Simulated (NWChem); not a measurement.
**AlH2SF (SMILES [F][AlH][SH]): LC-BLYP/cc-pVDZ-DK (ZORA)**

What is the energy change on altering one bond length of AlH2SF at LC-BLYP/cc-pVDZ-DK (ZORA)? 

The calculation is run with NWChem 7.3.0.

2 further runs of the same task are left out: 2 set aside as unsound or not needed.

## 1. Starting point

The species is AlH2SF (5 atoms), meant as a singlet with charge 0. As SMILES, `[F][AlH][SH]`. Geometry: relaxed at PBE0-D4/def2-TZVP. This is one conformer, not always the lowest.

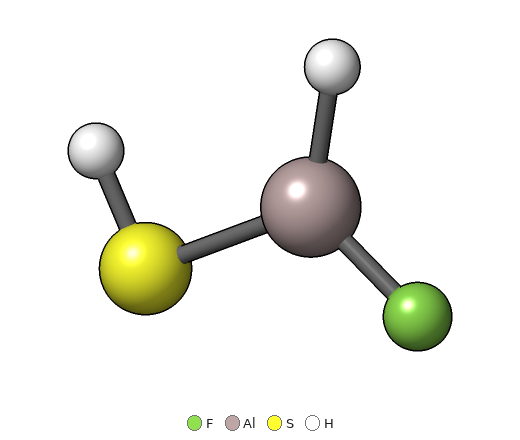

Viewed from a chosen angle; fluorine green, aluminium light grey, sulfur yellow, hydrogen white.

## 2. Energy and one-electron properties at LC-BLYP/cc-pVDZ-DK (ZORA)

Contents of test.nw:

```
start test
memory total 2200 mb

geometry
  zmatrix
    F
    Al 1 1.64543
    S 2 2.16865 1 116.33657
    H 2 1.569465 1 119.79481 3 -179.99841
    H 3 1.345303 2 91.63141 4 -0.05407
  end
end

basis spherical
  * library cc-pVDZ-DK
end

relativistic
  zora on
end

dft
  xc xcamb88 1.00 lyp 1.0 hfexch 1.00
  cam 0.33 cam_alpha 0.0 cam_beta 1.0
  mult 1
  grid coarse
  direct
  mulliken
end

property
  esp
  quadrupole
  dipole
  moldenfile
  molden_norm janpa
end

task dft property
```

Started as:

```bash
$ nwchem test.nw > test.out
```

Log:

```text
[...]
 Group name             Cs
[...]
          Wavefunction type:  closed shell.
          No. of atoms     :     5
          No. of electrons :    40
[...]
          Charge           :     0
          Spin multiplicity:     1
[...]
          AO basis - number of functions:    60
[...]
              XC Information
              --------------
                     Hartree-Fock (Exact) Exchange  1.000
                   CAM-Becke88 Exchange Functional  1.000
              Lee-Yang-Parr Correlation Functional  1.000
[...]
 d= 0,ls=0.0,diis     1   -743.4347983803 -8.74D+02  1.49D-02  6.83D-01     4.5
[...]
 d= 0,ls=0.0,diis     8   -743.5147068831 -5.68D-08  3.07D-06  5.81D-08    19.6
[...]
         Total DFT energy =     -743.514706883084
      One electron energy =    -1291.227690713448
           Coulomb energy =      472.163039372498
    Exchange-Corr. energy =      -55.213230852557
 Nuclear repulsion energy =      130.763175310423
       Scaling correction =        0.897206266786
[...]
      Total Density - Mulliken Population Analysis
     ---------------------------------------------
    Atom       Charge   Shell Charges
 -----------   ------   -------------------------------------------------------
    1 F    9     9.33   2.01  0.88  1.01  3.34  2.09  0.00
    2 Al  13    12.53   2.00  2.03  0.67  0.23  6.02  0.91  0.29  0.37
    3 S   16    16.17   2.00  2.04  0.93  0.81  6.01  2.40  1.94  0.04
    4 H    1     1.08   0.68  0.39  0.01
    5 H    1     0.90   0.68  0.19  0.03
[...]
   Dipole moment        2.0311391540 Debye(s)
             DMX       -1.8601169131 DMXEFC        0.0000000000
             DMY       -0.8157765211 DMYEFC        0.0000000000
             DMZ        0.0000000000 DMZEFC        0.0000000000
   -EFC- dipole         0.0000000000 DEBYE(S)
   Total dipole         2.0311391540 DEBYE(S)
[...]
```

Run time: 20 s. Hardware: 1 thread of Intel Xeon Platinum 8488C (Sapphire Rapids), shared host; peak memory 0.11 GiB.

Atomic charges (e):

```tsv
atom	Mulliken	Löwdin
F1	-0.330	-0.100
Al2	+0.470	+0.070
S3	-0.170	+0.090
H4	-0.080	-0.080
H5	+0.100	+0.030
```

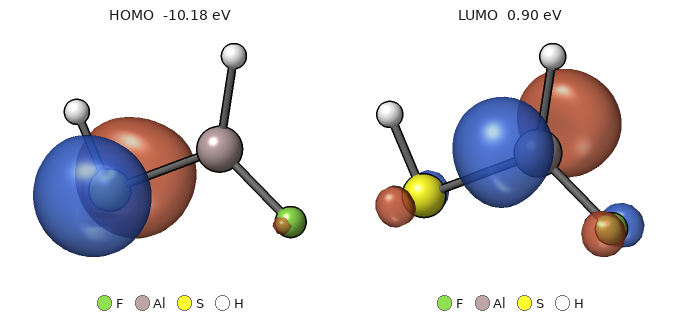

Frontier orbitals of this run, surfaces at ±0.2 Å^-3/2.

## 3. The distorted shape at the same level

Contents of mymol.nw:

```
start mymol
title "AlFH2S"
memory total 2200 mb
charge 0

geometry
  zmatrix
    F
    Al 1 r2
    S 2 r3 1 a3
    H 2 r4 1 a4 3 d4
    H 3 r5 2 a5 4 d5
  variables
    r2 1.64543
    r3 1.951785
    a3 116.33657
    r4 1.569465
    a4 119.79481
    d4 -179.99841
    r5 1.345303
    a5 91.63141
    d5 -0.05407
  end
end

basis spherical
  * library cc-pVDZ-DK
end

relativistic
  zora on
end

dft
  xc xcamb88 1.00 lyp 1.0 hfexch 1.00
  cam 0.33 cam_alpha 0.0 cam_beta 1.0
  mult 1
  grid coarse
  direct
  mulliken
end

property
  esp
  quadrupole
  dipole
  moldenfile
  molden_norm janpa
end

task dft property
```

Started as:

```bash
$ nwchem mymol.nw > mymol.out
```

Log:

```text
[...]
 Group name             Cs
[...]
          Wavefunction type:  closed shell.
          No. of atoms     :     5
          No. of electrons :    40
[...]
          Charge           :     0
          Spin multiplicity:     1
[...]
          AO basis - number of functions:    60
[...]
              XC Information
              --------------
                     Hartree-Fock (Exact) Exchange  1.000
                   CAM-Becke88 Exchange Functional  1.000
              Lee-Yang-Parr Correlation Functional  1.000
[...]
 d= 0,ls=0.0,diis     1   -743.4196535626 -8.82D+02  1.47D-02  6.81D-01     4.8
[...]
 d= 0,ls=0.0,diis     8   -743.4968021292 -4.33D-08  2.78D-06  6.07D-08    20.5
[...]
         Total DFT energy =     -743.496802129157
      One electron energy =    -1306.285109865057
           Coulomb energy =      479.777940124942
    Exchange-Corr. energy =      -55.283943626303
 Nuclear repulsion energy =      138.294311237261
       Scaling correction =        0.897065821280
[...]
      Total Density - Mulliken Population Analysis
     ---------------------------------------------
    Atom       Charge   Shell Charges
 -----------   ------   -------------------------------------------------------
    1 F    9     9.33   2.01  0.88  1.01  3.34  2.09  0.00
    2 Al  13    12.62   2.00  2.03  0.66  0.22  6.02  0.98  0.29  0.41
    3 S   16    16.07   2.00  2.04  0.93  0.75  6.01  2.47  1.83  0.05
    4 H    1     1.09   0.68  0.40  0.01
    5 H    1     0.89   0.68  0.18  0.03
[...]
   Dipole moment        2.1735041293 Debye(s)
             DMX       -1.5233443216 DMXEFC        0.0000000000
             DMY       -1.5503361822 DMYEFC        0.0000000000
             DMZ        0.0000000000 DMZEFC        0.0000000000
   -EFC- dipole         0.0000000000 DEBYE(S)
   Total dipole         2.1735041293 DEBYE(S)
[...]
```

Wall time 21 s (1 thread of Intel Xeon Platinum 8488C (Sapphire Rapids), shared host); peak memory 0.21 GiB.

Atomic charges (e):

```tsv
atom	Mulliken	Löwdin
F1	-0.330	-0.100
Al2	+0.380	-0.060
S3	-0.070	+0.210
H4	-0.090	-0.090
H5	+0.110	+0.050
```

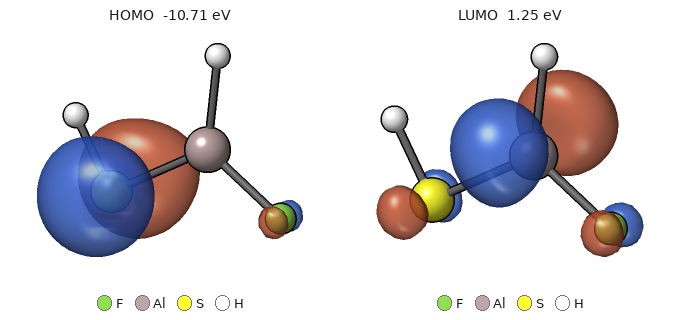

Frontier orbitals of this run, surfaces at ±0.2 Å^-3/2.

## 4. Summary of results

Level: LC-BLYP/cc-pVDZ-DK (ZORA).

| quantity | value |
| --- | --- |
| first shape: total energy | -743.51471 Eh |
| first shape: dipole moment | 2.03 D |
| first shape: HOMO energy | -10.18 eV |
| first shape: LUMO energy | 0.90 eV |
| first shape: HOMO–LUMO gap | 11.07 eV |
| distorted shape: total energy | -743.49680 Eh |
| distorted shape: dipole moment | 2.17 D |
| distorted shape: HOMO energy | -10.71 eV |
| distorted shape: LUMO energy | 1.25 eV |
| distorted shape: HOMO–LUMO gap | 11.96 eV |
| energy change with the Al2–S3 bond shortened from 2.169 to 1.952 Å | 0.487 eV |

With the Al2–S3 bond shortened from 2.169 to 1.952 Å the energy rises by 0.49 eV (11.2 kcal/mol). The first shape isn't relaxed at this level, so the change isn't measured from a minimum. Mulliken charges (first shape) run from -0.33 on F1 to +0.47 on Al2; they depend strongly on the basis.
